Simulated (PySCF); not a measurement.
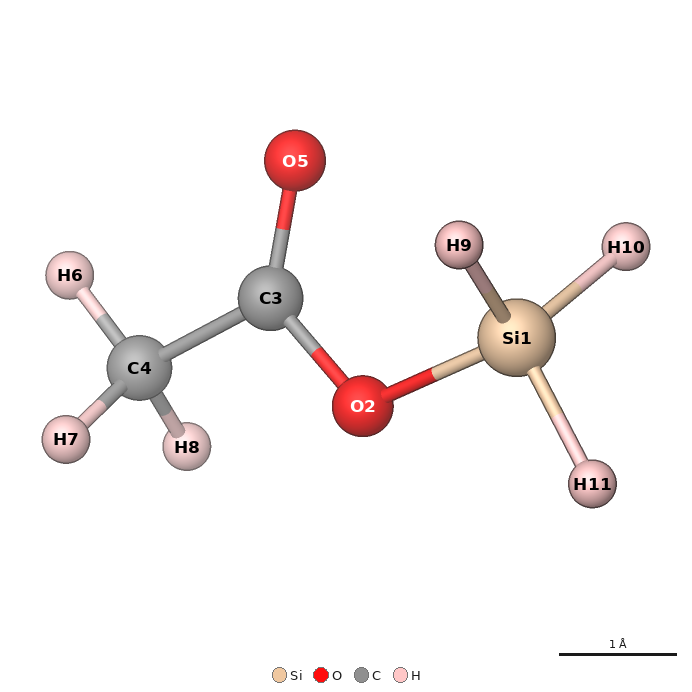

Orthographic view. Depth is shown by fading: the farther an atom, the more it takes the colour of the background. The geometry was computed by an optimisation with PBE0-D3(BJ)/def2-SVP. No frequency run is at hand to confirm it as a minimum.

List the bonded neighbours of every atom.

Si1: O2, H9, H10, H11
O2: Si1, C3
C3: O2, C4, O5
C4: C3, H6, H7, H8
O5: C3
H6: C4
H7: C4
H8: C4
H9: Si1
H10: Si1
H11: Si1
